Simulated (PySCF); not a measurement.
System: C₂H₄O₂Si.

Input

```
{"job": {"kind": "nmr", "xc": "PBE0", "basis": "pcSseg-1"}, "charge": 0, "multiplicity": 1}
O     -2.062269    -0.412555    -0.462324
Si    -0.697968    -0.391369     0.400471
C      0.587940     0.994548     0.364476
C      1.381906     0.107802    -0.235828
O      0.648764    -1.047313    -0.424056
H     -2.058140    -0.247296    -1.403207
H     -0.998809    -1.094349     1.623348
H      0.813932     1.985793     0.702570
H      2.398205     0.110733    -0.590630
```

Launched as:

```sh
OMP_NUM_THREADS=1 python probes_run.py task.json out
```

Geometry: GFN2-xTB.

Computed with PBE0/pcSseg-1, SCF density, gas phase, non-relativistic (PySCF).

**What can the converged electron density and electron localisation function tell about the bonding?**

C–C (1.33 Å): ρ is about 2.3 e/Å³ halfway; the ELF peaks at about 0.90 between the atoms; a short, multiple covalent bond.
C–O (1.38 Å): the density is about 2.2 e/Å³ at the midpoint, with its minimum of 1.9 e/Å³ about 0.5 Å from C; the ELF peaks at about 0.85 between the atoms (a shared but strongly polarised pair).
C–Si (1.89 Å): ρ is about 0.88 e/Å³ halfway; the ELF peaks at about 0.90 between the atoms; localised, covalent bonding.
Si–O (1.71 Å): ρ is about 1.1 e/Å³ halfway; the ELF peaks at about 0.85 between the atoms, as expected for a shared but strongly polarised pair.

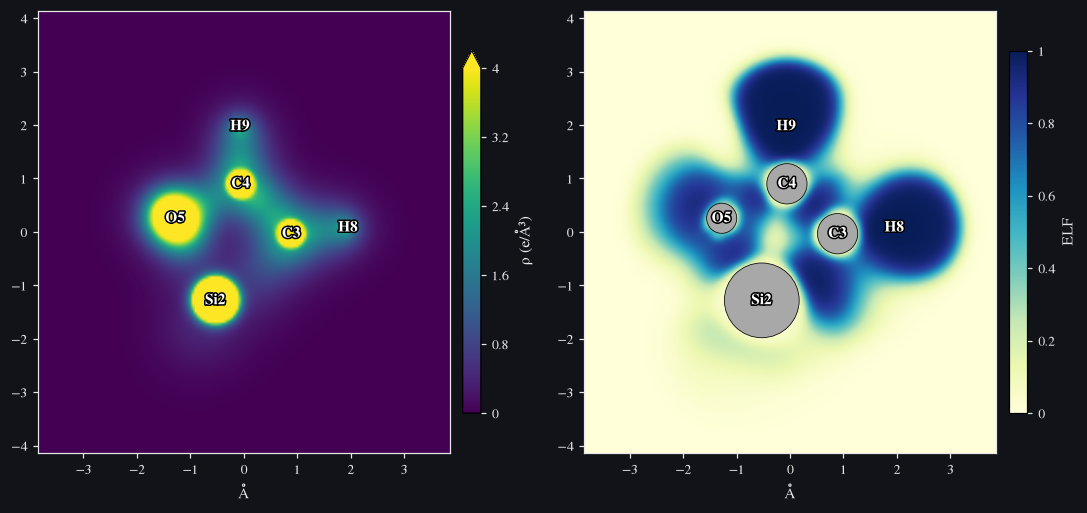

Computed electron density and electron localisation function on the plane of atoms Si2, O5 and C4, in this order. Grey discs cover the atomic cores in the ELF map. 
